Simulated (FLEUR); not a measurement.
# How the volume moves the moments of FePt (Tetraferroplatinum)

Wanted: the trend of the moments of FePt (Tetraferroplatinum) with the volume.

Calculated with FLEUR MaX-R8.1; PBE; all-electron FLAPW, Dirac cores, scalar-relativistic bands.

**1. Set-up**

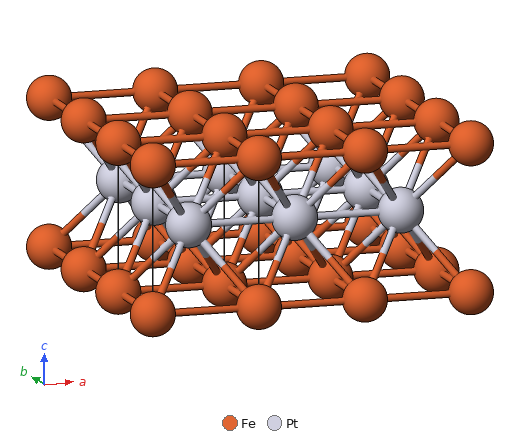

The starting structure, seen slightly off an axis (iron orange, platinum light grey). 3×3×1 cells are drawn. Some periodic images of atoms are drawn too.

**2. Factor 1, start ferro +**

The scan starts at the cell as given.

All lengths change alike; the factor is that of the volume. Atoms keep their fractional places. Spheres, Kmax and the mesh are the same at all points, the spheres being those of the tightest cell. inpgen writes inp.xml from crystal.txt; cutoffs, mixing, functional, smearing and local orbitals are then set in the file. The k list default-1 (kpts.xml, not shown) is a Γ-centred 10×10×10 mesh; where the ranks do not divide the number of points, some are split in two of half the weight.

File inp.xml:

```
<?xml version="1.0" encoding="UTF-8" standalone="no"?>
<fleurInput fleurInputVersion="0.39">
   <comment>
      FePt
   </comment>
   <calculationSetup>
      <cutoffs Kmax="3.6" Gmax="10.8" GmaxXC="10.8" numbands="0"/>
      <scfLoop itmax="110" minDistance="0.00002" maxIterBroyd="15" imix="Anderson" alpha="0.05" precondParam="0.0" spinf="2.0" sdNocoIR="T"/>
      <coreElectrons ctail="T" frcor="F" kcrel="0" coretail_lmax="0"/>
      <xcFunctional name="pbe" relativisticCorrections="F"/>
      <magnetism jspins="2"/>
      <soc l_soc="F" theta="0.0" phi="0.0" spav="F"/>
      <expertModes spex="0" secvar="F"/>
      <geometryOptimization l_f="F" forcealpha="1.0" forcemix="BFGS" epsdisp="0.00001" epsforce="0.00001"/>
      <ldaU l_linMix="F" mixParam="0.05" spinf="1.0"/>
   </calculationSetup>
   <cell>
      <bzIntegration valenceElectrons="32.0" mode="hist" fermiSmearingEnergy="0.00183747">
         <kPointListSelection listName="default-1"/>
         <xi:include xmlns:xi="http://www.w3.org/2001/XInclude" href="kpts.xml"> </xi:include>
      </bzIntegration>
      <xi:include xmlns:xi="http://www.w3.org/2001/XInclude" href="sym.xml"> </xi:include>
      <bulkLattice scale="1.0">
         <bravaisMatrix>
            <row-1>    5.1466691003480998     0.0000000000000000     0.0000000000000000</row-1>
            <row-2>    0.0000000000000000     5.1466691003480998     0.0000000000000000</row-2>
            <row-3>    0.0000000000000000     0.0000000000000000     7.0297811835120001</row-3>
         </bravaisMatrix>
      </bulkLattice>
   </cell>
   <atomSpecies>
      <species name="Iron (Fe) 2.800" element="Fe" atomicNumber="26">
         <mtSphere radius="2.36" gridPoints="781" logIncrement="0.016"/>
         <atomicCutoffs lmax="8" lnonsphr="6"/>
         <electronConfig flipSpins="F">
            <coreConfig>(1s1/2) (2s1/2) (2p1/2) (2p3/2)</coreConfig>
            <valenceConfig>(3s1/2) (3p1/2) (3p3/2) (4s1/2) (3d3/2) (3d5/2)</valenceConfig>
            <stateOccupation state="(3d3/2)" spinUp="1.4" spinDown="1.0"/>
            <stateOccupation state="(3d5/2)" spinUp="3.0" spinDown="0.6"/>
         </electronConfig>
         <energyParameters s="4" p="4" d="3" f="4"/>
         <lo type="SCLO" l="0" n="3" eDeriv="0"/>
         <lo type="SCLO" l="1" n="3" eDeriv="0"/>
      </species>
      <species name="Platinum (Pt)" element="Pt" atomicNumber="78">
         <mtSphere radius="2.36" gridPoints="781" logIncrement="0.017"/>
         <atomicCutoffs lmax="8" lnonsphr="6"/>
         <electronConfig flipSpins="F">
            <coreConfig>(1s1/2) (2s1/2) (2p1/2) (2p3/2) (3s1/2) (3p1/2) (3p3/2) (4s1/2) (3d3/2) (3d5/2) (4p1/2) (4p3/2) (5s1/2) (4d3/2) (4d5/2) (4f5/2) (4f7/2)</coreConfig>
            <valenceConfig>(5p1/2) (5p3/2) (6s1/2) (5d3/2) (5d5/2)</valenceConfig>
            <stateOccupation state="(6s1/2)" spinUp="0.500000" spinDown="0.500000"/>
            <stateOccupation state="(5d3/2)" spinUp="1.800000" spinDown="1.800000"/>
            <stateOccupation state="(5d5/2)" spinUp="2.700000" spinDown="2.700000"/>
         </electronConfig>
         <energyParameters s="6" p="6" d="5" f="5"/>
         <lo type="SCLO" l="1" n="5" eDeriv="0"/>
      </species>
   </atomSpecies>
   <atomGroups>
      <atomGroup species="Iron (Fe) 2.800">
         <relPos label="                   1">.0000000000 .0000000000 .0000000000</relPos>
         <force calculate="T" relaxXYZ="TTT"/>
      </atomGroup>
      <atomGroup species="Platinum (Pt)">
         <relPos label="                   2">1.000/2.000 1.000/2.000 1.000/2.000</relPos>
         <force calculate="T" relaxXYZ="TTT"/>
      </atomGroup>
   </atomGroups>
   <output dos="F" band="F" slice="F">
      <bandDOS minEnergy="-.5*Htr" maxEnergy="0.5*Htr" sigma="0.015" storeEVData="T"/>
      <plotting iplot="0" polar="F">
         <plot TwoD="T" vec1="  1.0  0.0  0.0" vec2="  0.0  1.0  0.0" vec3="  0.0  0.0  1.0" zero="  0.0  0.0  0.0" file="plot"/>
      </plotting>
      <moessbauerParams electricFieldGradient="F" isomerShift="F" coreHyperfine="F" valenceHyperfine="F"/>
   </output>
</fleurInput>
```

File crystal.txt:

```
FePt
&input film=F cartesian=F /
2.72350000000  0.00000000000  0.00000000000
0.00000000000  2.72350000000  0.00000000000
0.00000000000  0.00000000000  3.72000000000
1.8897261246
1.0 1.0 1.0

2
26 0.00000000000  0.00000000000  0.00000000000 : 2.800
78 0.50000000000  0.50000000000  0.50000000000

&kpt div1=10 div2=10 div3=10 gamma=T /
```

Command:

```sh
OMP_NUM_THREADS=1 inpgen -f crystal.txt > inpgen.log  # inp.xml is then edited as shown
OMP_NUM_THREADS=1 mpirun -n 8 fleur_MPI > fleur.log
```

The log of the run:

```text
Welcome to FLEUR        (www.flapw.de)
      MaX-Release 8.1          (www.max-centre.eu)

 ========== k-point set info ==========
 Selected k-point list: default-1
 k-point list type: mesh
 0 x 0 x 0
 Number of k points: 128

 ------------Calculation Setup---------------------------
 Number of MPI-tasks      :            8
 Number of PE/node        :            8
 Number of OMP-threads    :            1
 k-points in parallel     :            8
 pe's per k-point         :            1
 No of k-point loops      :           16
 Eigenvalue solver        :       lapack
 Number of basis functions:          166
 Approximate size of matrices (H+S) per k-point:         0.000 GB
 --------------------------------------------------------
 Iteration:     1   Distance:      40.39015342 me/bohr^3
 Iteration:     2   Distance:      15.84296370 me/bohr^3
 Iteration:     3   Distance:      13.02486421 me/bohr^3
 Iteration:     4   Distance:      10.02576692 me/bohr^3
 Iteration:     5   Distance:      10.09820661 me/bohr^3
 Iteration:     6   Distance:      10.11548917 me/bohr^3
 Iteration:     7   Distance:       3.44759926 me/bohr^3
 Iteration:     8   Distance:       2.55120662 me/bohr^3
 Iteration:     9   Distance:       1.07635929 me/bohr^3
 Iteration:    10   Distance:       0.84644918 me/bohr^3
 Iteration:    11   Distance:       0.21864284 me/bohr^3
 Iteration:    12   Distance:       0.03022034 me/bohr^3
 Iteration:    13   Distance:       0.04118112 me/bohr^3
 Iteration:    14   Distance:       0.04422397 me/bohr^3
 Iteration:    15   Distance:       0.01016913 me/bohr^3
 Iteration:    16   Distance:       0.00962957 me/bohr^3
 Iteration:    17   Distance:       0.00485899 me/bohr^3
 Iteration:    18   Distance:       0.00121508 me/bohr^3
 Iteration:    19   Distance:       0.00043998 me/bohr^3
 Iteration:    20   Distance:       0.00014029 me/bohr^3
 Iteration:    21   Distance:       0.00013154 me/bohr^3
 Iteration:    22   Distance:       0.00005195 me/bohr^3
 Iteration:    23   Distance:       0.00000939 me/bohr^3

 ********************************************************************
 Run finished successfully
 Stop message:
   all done
 ********************************************************************

--- out.xml (last complete iteration) ---
<iteration numberForCurrentRun="   23" overallNumber="   23">
         [... left out ...]
         <bandgap value="0.0135024768" units="eV"/>
         <sumValenceSingleParticleEnergies value="-17.8392037577" units="Htr"/>
         <FermiEnergy value="0.4414361944" units="Htr"/>
         <valenceDensity>
            <mtCharges spin="1">
               <mtCharge atomType="1" total="8.9376162" s="1.1915143" p="3.1902992" d="4.5319645" f="0.0182307"/>
               <mtCharge atomType="2" total="7.2396264" s="0.2209892" p="3.1290461" d="3.8667170" f="0.0182539"/>
            </mtCharges>
            <mtCharges spin="2">
               <mtCharge atomType="1" total="5.9511599" s="1.1827141" p="3.1940081" d="1.5522081" f="0.0170228"/>
               <mtCharge atomType="2" total="6.8316979" s="0.2361103" p="3.1606464" d="3.4161214" f="0.0151735"/>
            </mtCharges>
            <spinDependentCharge spin="1" total="17.6638829" interstitial="1.4866404" mtSpheres="16.1772426"/>
            <spinDependentCharge spin="2" total="14.3361171" interstitial="1.5532592" mtSpheres="12.7828579"/>
            <totalCharge value="32.0000000000"/>
         </valenceDensity>
         [... left out ...]
         <magneticMomentsInMTSpheres units="muBohr">
            <globalMagMoment atomType="1" vec="0.00000   0.00000   2.98646"/>
            <localMagMoment atomType="1" vec="0.00000   0.00000   2.98646"/>
            <globalMagMoment atomType="2" vec="0.00000   0.00000   0.40793"/>
            <localMagMoment atomType="2" vec="0.00000   0.00000   0.40793"/>
         </magneticMomentsInMTSpheres>
         [... left out ...]
         <totalEnergy value="   -19719.5474621654" units="Htr">
            <sumOfEigenvalues value="   -12059.9023872354">
               <coreElectrons value="-12042.0631834777"/>
               <valenceElectrons value="-17.8392037577"/>
            </sumOfEigenvalues>
            <densityCoulombPotentialIntegral value="-33920.7485576161"/>
            <densityEffectivePotentialIntegral value="-34461.0300663603"/>
            <chargeDenXCDenIntegral value="-413.2981479329"/>
            <FockExchangeEnergyValence value="0.0000000000"/>
            <FockExchangeEnergyCore value="0.0000000000"/>
         [... left out ...]
            <tkbTimesEntropy value="0.0003114675"/>
            <freeEnergy value="-19719.5477736328"/>
            <extrapolationTo0K value="-19719.5476178991"/>
         </totalEnergy>
         <densityConvergence units="me/bohr^3">
            <chargeDensity spin="1" distance="0.0000056774"/>
            <chargeDensity spin="2" distance="0.0000059229"/>
            <overallChargeDensity distance="0.0000068135"/>
            <spinDensity distance="0.0000093917"/>
         </densityConvergence>
      </iteration>
```

The job ended after 16 s (8 MPI ranks of AMD EPYC 7B13 (Zen 3), shared host; peak memory 0.42 GiB; 2.1 min of CPU time).

Spin moment in the muffin-tin sphere by atom:

```tsv
atom	spin moment in the muffin-tin sphere (μB)
Fe1	2.99
Pt2	0.41
```

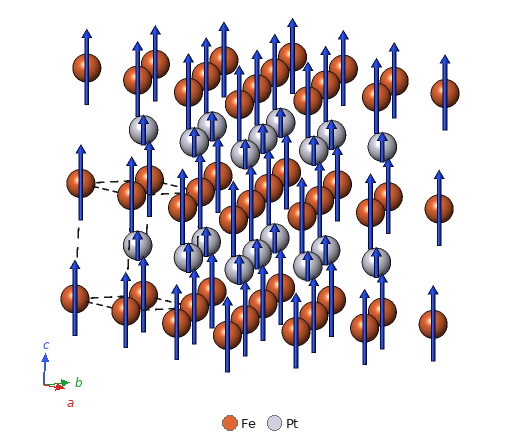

Spin moment in the muffin-tin sphere as arrows, the longest 2.99 μB. Up and down stand for the sign. Arrows give size and sign along the axis of quantisation, drawn up and down the page. Each arrow also spans its atom, so small moments look longer than they are. 3×3×2 cells are drawn. Some periodic images of atoms are drawn too.

Numbers from this step:

```yaml
free_energy: -536596.2311 eV
program_s_band_gap_on_this_mesh_in_a_metal_only_a_level_spacing: 0.01350 eV
magnetization: 3.328 μB
final_state: ferromagnetic
```

After 23 cycles the largest moment stands at 2.99 μB.

**3. Factor 1, start antiferro q=(0,1/2,0) +-**

The k list default-1 (kpts.xml, not shown) is a Γ-centred 10×5×10 mesh.

inp.xml, as its differences from that of step 2:

```diff
@@ -17,3 +17,3 @@
    <cell>
-      <bzIntegration valenceElectrons="32.0" mode="hist" fermiSmearingEnergy="0.00183747">
+      <bzIntegration valenceElectrons="64.0" mode="hist" fermiSmearingEnergy="0.00183747">
          <kPointListSelection listName="default-1"/>
@@ -25,3 +25,3 @@
             <row-1>    5.1466691003480998     0.0000000000000000     0.0000000000000000</row-1>
-            <row-2>    0.0000000000000000     5.1466691003480998     0.0000000000000000</row-2>
+            <row-2>    0.0000000000000000    10.2933382006961995     0.0000000000000000</row-2>
             <row-3>    0.0000000000000000     0.0000000000000000     7.0297811835120001</row-3>
@@ -39,2 +39,15 @@
             <stateOccupation state="(3d5/2)" spinUp="3.0" spinDown="0.6"/>
+         </electronConfig>
+         <energyParameters s="4" p="4" d="3" f="4"/>
+         <lo type="SCLO" l="0" n="3" eDeriv="0"/>
+         <lo type="SCLO" l="1" n="3" eDeriv="0"/>
+      </species>
+      <species name="Iron (Fe) -2.800" element="Fe" atomicNumber="26">
+         <mtSphere radius="2.36" gridPoints="781" logIncrement="0.016"/>
+         <atomicCutoffs lmax="8" lnonsphr="6"/>
+         <electronConfig flipSpins="F">
+            <coreConfig>(1s1/2) (2s1/2) (2p1/2) (2p3/2)</coreConfig>
+            <valenceConfig>(3s1/2) (3p1/2) (3p3/2) (4s1/2) (3d3/2) (3d5/2)</valenceConfig>
+            <stateOccupation state="(3d3/2)" spinUp="1.0" spinDown="1.4"/>
+            <stateOccupation state="(3d5/2)" spinUp="0.6" spinDown="3.0"/>
          </electronConfig>
@@ -63,4 +76,9 @@
       </atomGroup>
+      <atomGroup species="Iron (Fe) -2.800">
+         <relPos label="                   2">.0000000000 1.000/2.000 .0000000000</relPos>
+         <force calculate="T" relaxXYZ="TTT"/>
+      </atomGroup>
       <atomGroup species="Platinum (Pt)">
-         <relPos label="                   2">1.000/2.000 1.000/2.000 1.000/2.000</relPos>
+         <relPos label="                   3">1.000/2.000 1.000/4.000 1.000/2.000</relPos>
+         <relPos label="                   4">1.000/2.000 -1.000/4.000 1.000/2.000</relPos>
          <force calculate="T" relaxXYZ="TTT"/>
```

File crystal.txt:

```
FePt
&input film=F cartesian=F /
2.72350000000  0.00000000000  0.00000000000
0.00000000000  5.44700000000  0.00000000000
0.00000000000  0.00000000000  3.72000000000
1.8897261246
1.0 1.0 1.0

4
26 0.00000000000  0.00000000000  0.00000000000 : 2.800
26 0.00000000000  0.50000000000  0.00000000000 : -2.800
78 0.50000000000  0.25000000000  0.50000000000
78 0.50000000000  0.75000000000  0.50000000000

&kpt div1=10 div2=5 div3=10 gamma=T /
```

The log of the run:

```text
[banner, memory and clock lines left out]
Welcome to FLEUR        (www.flapw.de)
      MaX-Release 8.1          (www.max-centre.eu)

 ========== k-point set info ==========
 Selected k-point list: default-1
 k-point list type: mesh
 0 x 0 x 0
 Number of k points: 112

 [... set-up left out ...]
 Iteration:     1   Distance:      39.12562844 me/bohr^3
 Iteration:     2   Distance:      16.62073178 me/bohr^3
 Iteration:     3   Distance:      13.25332711 me/bohr^3
 Iteration:     4   Distance:       8.21557523 me/bohr^3
 Iteration:     5   Distance:       6.77928911 me/bohr^3
 Iteration:     6   Distance:       6.54327792 me/bohr^3
 Iteration:     7   Distance:       3.87068666 me/bohr^3
 Iteration:     8   Distance:       3.30871485 me/bohr^3
[... lines left out ...]
 Iteration:    23   Distance:       0.00067293 me/bohr^3
 Iteration:    24   Distance:       0.00027163 me/bohr^3
 Iteration:    25   Distance:       0.00024727 me/bohr^3
 Iteration:    26   Distance:       0.00012632 me/bohr^3
 Iteration:    27   Distance:       0.00003200 me/bohr^3
 Iteration:    28   Distance:       0.00000483 me/bohr^3

 ********************************************************************
 Run finished successfully
 Stop message:
   all done
 ********************************************************************

--- out.xml (last complete iteration) ---
<iteration numberForCurrentRun="   28" overallNumber="   28">
         [... left out ...]
         <bandgap value="0.0121937547" units="eV"/>
         <sumValenceSingleParticleEnergies value="-35.7489809117" units="Htr"/>
         <FermiEnergy value="0.4488875085" units="Htr"/>
         [... left out ...]
         <magneticMomentsInMTSpheres units="muBohr">
            <globalMagMoment atomType="1" vec="0.00000   0.00000   2.93469"/>
            <globalMagMoment atomType="2" vec="0.00000   0.00000  -2.93466"/>
            <globalMagMoment atomType="3" vec="0.00000   0.00000   0.00000"/>
         </magneticMomentsInMTSpheres>
         [... left out ...]
         <totalEnergy value="   -39439.0928010937" units="Htr">
            <sumOfEigenvalues value="   -24120.2119427779">
               <coreElectrons value="-24084.4629618662"/>
               <valenceElectrons value="-35.7489809117"/>
            </sumOfEigenvalues>
         [... left out ...]
            <freeEnergy value="-39439.0939060404"/>
            <extrapolationTo0K value="-39439.0933535671"/>
         </totalEnergy>
         <densityConvergence units="me/bohr^3">
            <chargeDensity spin="1" distance="0.0000029463"/>
            <chargeDensity spin="2" distance="0.0000031358"/>
            <overallChargeDensity distance="0.0000048270"/>
            <spinDensity distance="0.0000037051"/>
         </densityConvergence>
      </iteration>
```

Run time: 47 s. Hardware: 8 MPI ranks; peak memory 0.56 GiB.

Spin moment in the muffin-tin sphere by atom:

```tsv
atom	spin moment in the muffin-tin sphere (μB)
Fe1	2.93
Fe2	-2.93
Pt3	0.00
Pt4	0.00
```

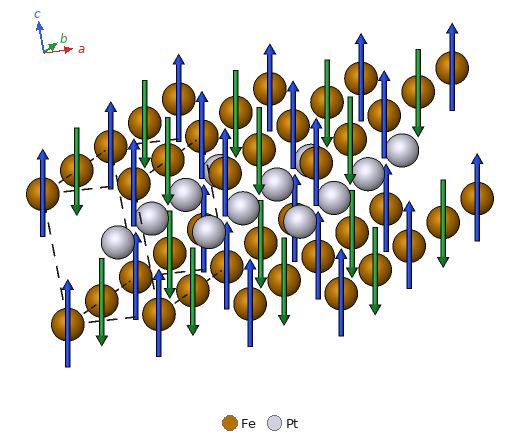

Spin moment in the muffin-tin sphere as arrows, the longest 2.93 μB. Up and down stand for the sign. Arrows give size and sign along the axis of quantisation, drawn up and down the page. The two directions have two colours. 3×2×1 cells are drawn. Some periodic images of atoms are drawn too.

This step gave:

```yaml
free_energy: -1073192.4175 eV
program_s_band_gap_on_this_mesh_in_a_metal_only_a_level_spacing: 0.01219 eV
magnetization: 0 μB
final_state: antiferromagnetic
```

After 28 cycles the largest moment stands at 2.93 μB.

(Part 1 of 2 ends here.)

[Logs and program files are shortened in this print: banners, set-up blocks, solver, clock and traceback lines can be left out without a mark of their own.]

[Logs are printed without paths, hosts, clocks, repeated set-up lines and the standing remarks that a program may print on its own settings, such as how far it seeks lower states.]

[Hosts, paths, dates, database ids (printed as entryN), source tags and the programs' standing remarks are cut or masked in the printed files.]

[Where a cell is said to come from a database of computed structures, the database is the Materials Project.]
